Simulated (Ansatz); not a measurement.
# B₂ClFH₃NOSi (SMILES N[Si]1(F)OBB1Cl): what the fields show

The calculation's input:

```
crystal:
  periodic: [false, false, false]
  atoms:
    - { symbol: "N", position_ang: [-1.7357, -0.2868, 0.502] }
    - { symbol: Si, position_ang: [-0.134, 0.4359, 0.5245] }
    - { symbol: F, position_ang: [0.2381, 1.2411, 1.9403] }
    - { symbol: O, position_ang: [0.2896, 1.3418, -0.8599] }
    - { symbol: B, position_ang: [1.1694, 0.3837, -1.5361] }
    - { symbol: B, position_ang: [1.1726, -0.6733, -0.175] }
    - { symbol: Cl, position_ang: [1.8492, -2.3705, 0.2008] }
    - { symbol: H, position_ang: [-2.13441, 0.01307, -0.47193] }
    - { symbol: H, position_ang: [-1.64419, -1.31447, 0.43826] }
    - { symbol: H, position_ang: [1.4783, 0.2103, -2.6202] }
basis:
  gaussian: { orbitals: def2-SVP }
hamiltonian:
  xc: lda
relax:
  f_tol: 0.015
  max_steps: 40
output:
  orbitals: {}
```

Launched as:

```sh
ansatz run input.yaml --threads 2 --pin off --max-ram 3072MiB --backend cpu --events-out ev --progress --plain --runs-dir out
```

The fields are those of the relaxed geometry.

Level of theory: RKS LDA/def2-SVP (Ansatz 0.2.0).

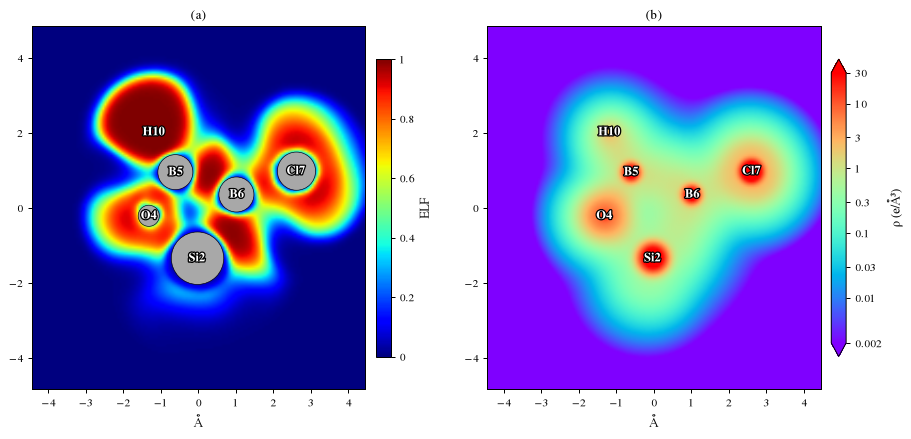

Figure 1. (a) electron localisation function; (b) total electron density on the plane of atoms Si2, B6 and Cl7. Grey discs cover the atomic cores in the ELF map.

Q: Describe what can be read from this map.

A:
- The plane passes through Si, O, B, Cl and H nuclei.
- B–O (1.37 Å): ρ at the midpoint is about 2.1 e/Å³; the ELF peaks at about 0.90 between the atoms; a shared but strongly polarised pair.
- B–Cl (1.72 Å): ρ is about 1.4 e/Å³ halfway; the ELF peaks at about 0.90 between the atoms; a shared but strongly polarised pair.
- Si–O (1.73 Å): the density is about 0.97 e/Å³ at the midpoint; the ELF peaks at about 0.90 between the atoms; a shared but strongly polarised pair.
- B–B (1.73 Å): ρ is about 0.98 e/Å³ halfway; the ELF peaks at about 1 between the atoms: a covalent bond.
- Si–B (1.99 Å): the density is about 0.76 e/Å³ at the midpoint; the ELF peaks at about 0.95 between the atoms: a shared electron pair.
- The ELF also peaks beside O4 and Cl7, away from the bonds: lone-pair regions.

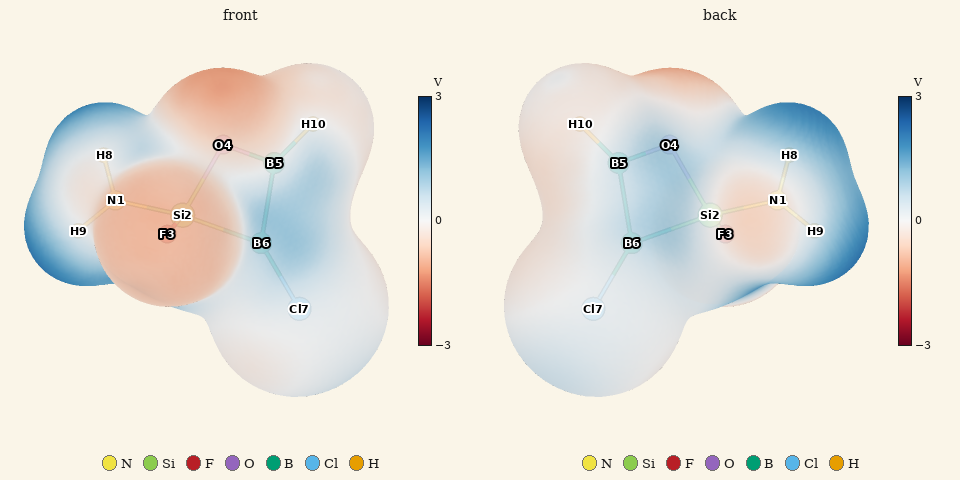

Figure 2. The electrostatic potential painted on the density surface at 0.002 e/bohr³, seen from the front and from behind; red is negative and blue positive.

Q: Describe the electrostatic potential map.

A: The most negative region (about −1.2 V, or −28 kcal/mol for a unit charge) lies over O4, the most positive (about +2.0 V, or +46 kcal/mol for a unit charge) over H8 and H9. Cl7 shows a σ-hole: about +0.5 V, or +12 kcal/mol for a unit charge at the tip opposite its bond, against about 0.0 V on its flanks. O4 is the likeliest acceptor of a hydrogen bond.

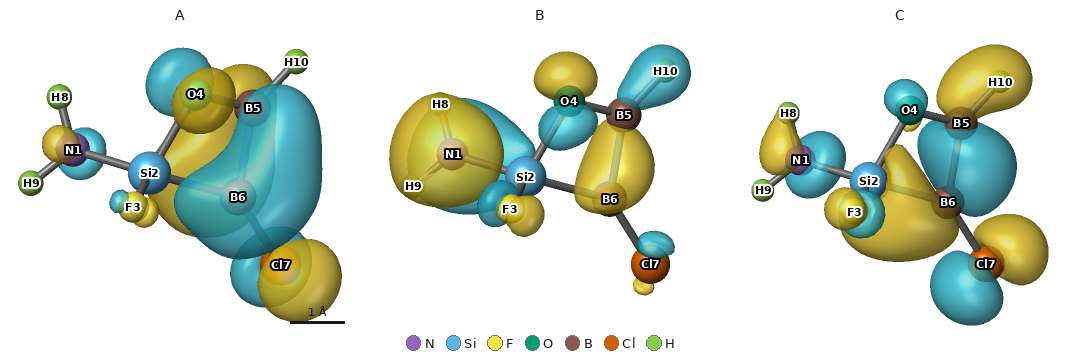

Figure 3. Three frontier orbitals at ±0.1 Å⁻³ᐟ² (yellow and cyan are the two phases), in no order.

Q: Order the three orbitals by energy and name them.

A: B is the HOMO−1 (−6.69 eV). Its weight (Hirshfeld) is mainly on N1 (about 60 %) and O4 (about 5 %). C is the HOMO (−5.70 eV). It lies mainly on B6 (about 25 %), B5 (about 20 %), Cl7 (about 20 %), Si2 (about 15 %) and N1 (about 5 %). A is the LUMO (−3.92 eV). Its weight (Hirshfeld) is mainly on B6 (about 40 %), B5 (about 20 %), Cl7 (about 15 %) and O4 (about 10 %).

Q: What is the HOMO–LUMO gap?

A: 1.78 eV between the orbital energies.
